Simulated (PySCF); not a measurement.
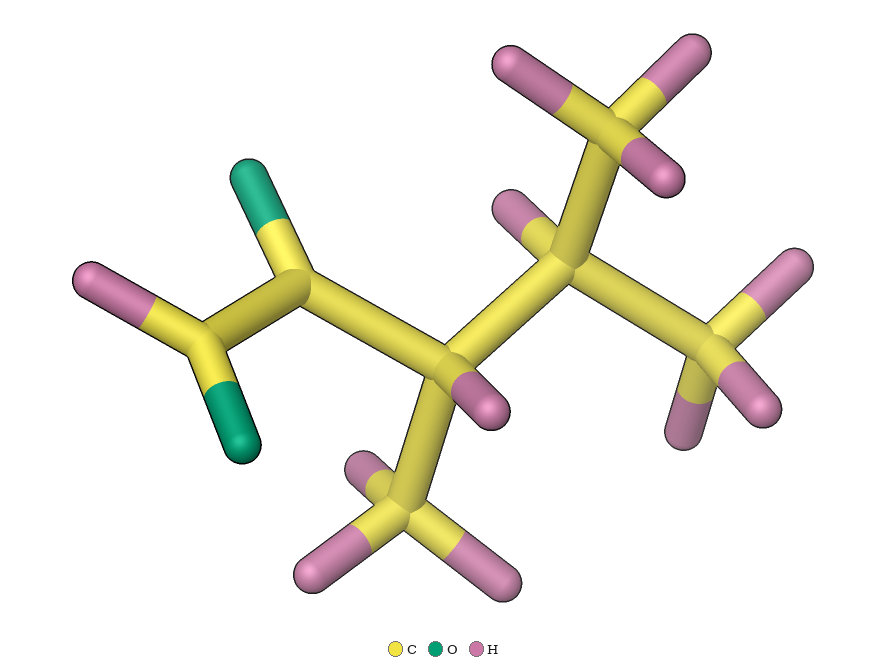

Rendered structure (stick style).

The geometry was computed by an optimisation with PBE0-D3(BJ)/def2-SVP. No frequency run is at hand to confirm it as a minimum.

Describe the molecule.

It has 21 atoms: 7 carbon, 12 hydrogen and 2 oxygen (C7H12O2). SMILES: `CC(C)[C@H](C)C(=O)C=O`. It has no ring. Among its groups: aldehyde, ketone. This geometry has C1 symmetry. Coordination: 5 C tetrahedral; 2 C trigonal planar.

More results for the same structure follow; atom numbers are the same in all pictures, views and colours differ.

### Shape

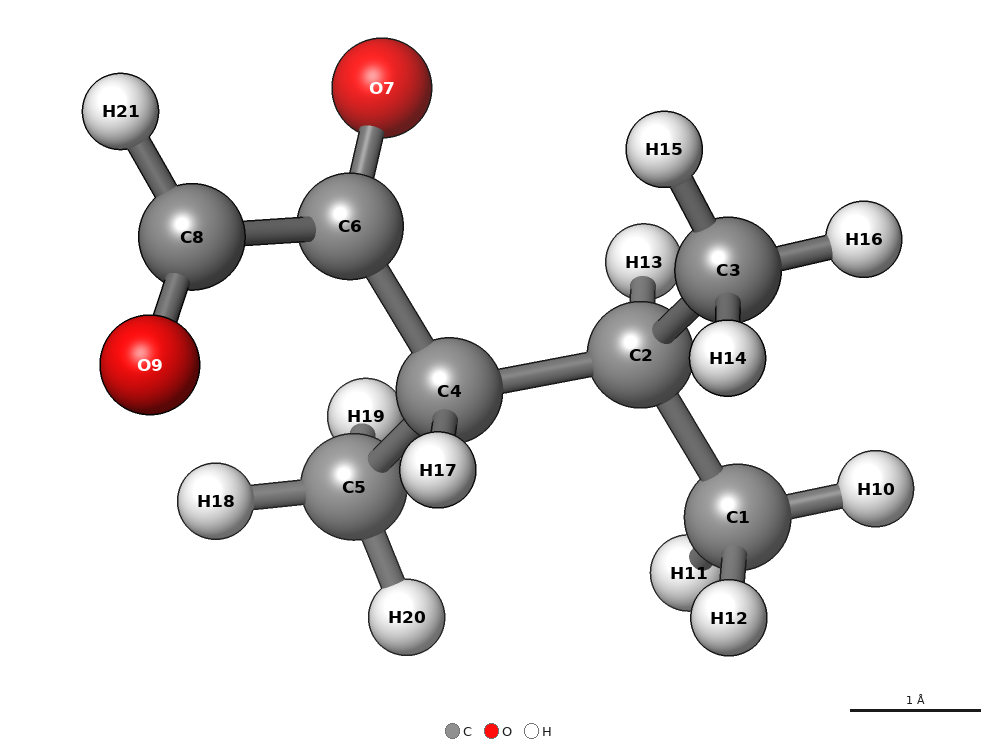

The atoms are numbered. No frequency run is at hand to confirm it as a minimum.

Give these bond angles: C1–C2–H13, C2–C1–H10, C2–C1–H11, C2–C1–H12, C2–C3–H14, C2–C3–H15, C2–C4–C5, C2–C4–C6, C2–C4–H17, C4–C5–H19, C6–C8–O9, O9–C8–H21.

```tsv
angle	degrees
C1–C2–H13	108.6
C2–C1–H10	110.4
C2–C1–H11	112.6
C2–C1–H12	111.0
C2–C3–H14	110.8
C2–C3–H15	112.0
C2–C4–C5	114.3
C2–C4–C6	111.6
C2–C4–H17	109.8
C4–C5–H19	110.7
C6–C8–O9	123.8
O9–C8–H21	123.5
```

### Bond orders

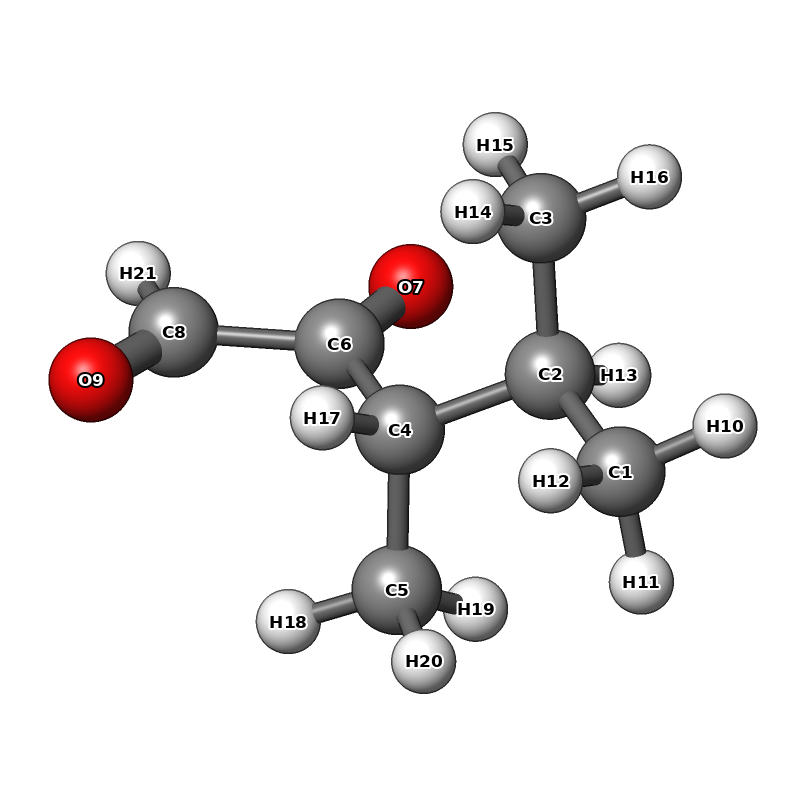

The thickness of each stick grows with its Mayer bond order. No frequency run is at hand to confirm it as a minimum. Method: PBE0/pcSseg-1 in acetone (IEF-PCM) (PySCF 2.14.0).

List the Mayer bond orders of C1–C2, C2–C3, C2–C4, C4–C5, C4–C6, C6–O7, C6–C8, C8–O9 (bonds between heavy atoms, one of each equivalent set).

| bond | Mayer order | length (Å) |
| --- | --- | --- |
| C1–C2 | 1.06 | 1.524 |
| C2–C3 | 1.04 | 1.526 |
| C2–C4 | 0.96 | 1.535 |
| C4–C5 | 1.01 | 1.535 |
| C4–C6 | 0.91 | 1.508 |
| C6–O7 | 1.95 | 1.208 |
| C6–C8 | 0.90 | 1.533 |
| C8–O9 | 2.00 | 1.200 |

### Electronic properties

No frequency run is at hand to confirm it as a minimum. Method: PBE0/pcSseg-1 in acetonitrile (IEF-PCM) (PySCF 2.14.0).

Predict the main results.

- dipole moment: 1.41 D
- HOMO energy (Kohn–Sham orbital): −7.31 eV
- LUMO energy (Kohn–Sham orbital): −2.63 eV
- HOMO–LUMO gap: 4.68 eV

### NMR shielding

The questions are on isotropic NMR shieldings of the C atoms. No frequency run is at hand to confirm it as a minimum. Level of theory: GIAO PBE0/pcSseg-1 NMR shielding, non-relativistic, IEF-PCM acetonitrile (PySCF 2.14.0).

Question: Which C atom is the most shielded (lowest chemical shift)?

Answer: C5 (167.1 ppm).

Question: Which C atom is the least shielded (highest chemical shift)?

Answer: C6 (−27.2 ppm).

Question: How wide is the range of C shifts?

Answer: 194.3 ppm.

List the isotropic NMR shieldings of the C atoms.

| atom | σ (ppm) |
| --- | --- |
| C1 | 164.4 |
| C2 | 155.0 |
| C3 | 162.2 |
| C4 | 138.0 |
| C5 | 167.1 |
| C6 | −27.2 |
| C8 | −13.7 |
